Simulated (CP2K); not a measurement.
Carboxyacetaldehyde has these distinct O atoms: O1 (bonded to C), O5 (bonded to C) and O6 (bonded to C and H).

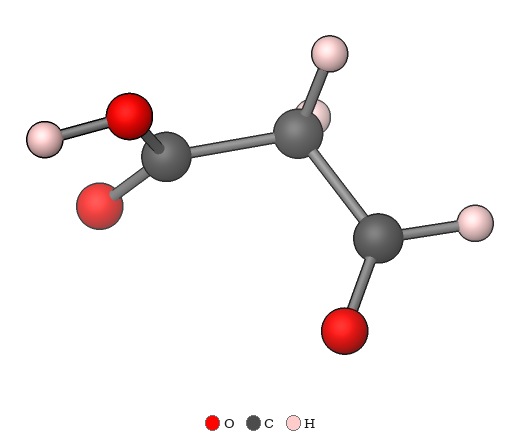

The molecule (oxygen red, carbon dark grey, hydrogen pink).

```xyz
10

O    -1.2260    1.1998   -1.2075
C    -1.4310    0.5051   -0.2317
C    -0.3969   -0.3651    0.4693
C     0.9498   -0.3691   -0.2127
O     1.2637   -1.1131   -1.1217
O     1.7918    0.5782    0.3037
H    -2.4442    0.4569    0.2380
H    -0.3264   -0.0250    1.5135
H    -0.7901   -1.3925    0.4840
H     2.6092    0.5249   -0.2351
```

Their partial O K spectra (CP2K XAS_TDP, all-electron GAPW, PBEh(45%), aug-cc-pVDZ, TDA, GW2X-corrected core level, no relativity) are given in random order, each times the number of alike atoms.

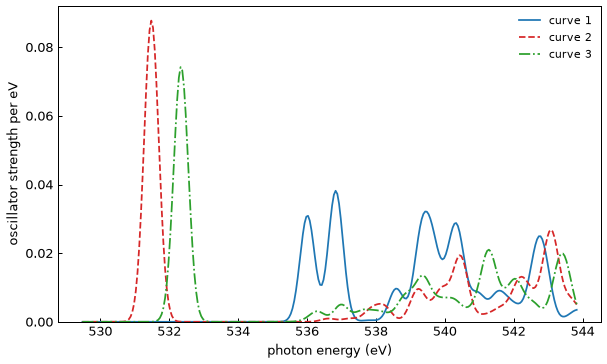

Gaussian full width 0.5 eV, oscillator strength per eV, alike atoms added, rows of zeros left out.

Q: Which curve belongs to which atom?

Curve 1: O6 (bonded to C and H), leading line at 536.01 eV (f = 0.016 an atom), ionisation energy 540.08 eV, term value 4.07 eV. Curve 2: O1 (bonded to C), leading line at 531.48 eV (f = 0.047 an atom), ionisation energy 538.71 eV, term value 7.23 eV. Curve 3: O5 (bonded to C), leading line at 532.34 eV (f = 0.040 an atom), ionisation energy 538.22 eV, term value 5.88 eV. The leading line of an atom is its first one with 35 % of the strongest within 2.5 eV of its lowest line over the strength cut. A line lies at the core ionisation energy, which rises as an atom loses charge to its neighbours or to a π system, less the term value, which is large for a low π* or σ* orbital with weight on that atom.

[Banner, clock and machine lines of the logs are left out without a mark of their own.]

[Logs are printed without paths, hosts, clocks, repeated set-up lines and the standing remarks that a program may print on its own settings, such as how far it seeks lower states.]

[Hosts, paths, dates, database ids (printed as entryN), source tags and the programs' standing remarks are cut or masked in the printed files.]
